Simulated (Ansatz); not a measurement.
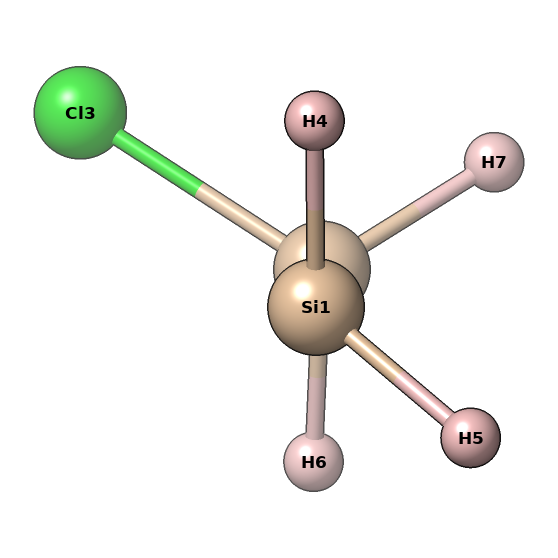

Si2 lies behind Si1. The molecule seen nearly along the Si1–Si2 bond, Si1 in front. Depth is shown by fading: the farther an atom, the more it takes the colour of the background. State: neutral, doublet. Computed geometry: PBE0-D4/def2-TZVP optimisation. No frequency run is at hand to confirm it as a minimum.

Q: What is the torsion angle H4–Si1–Si2–Cl3? The sign is positive where the front bond must turn clockwise to cover the back bond.

A: −59°, synclinal (gauche).
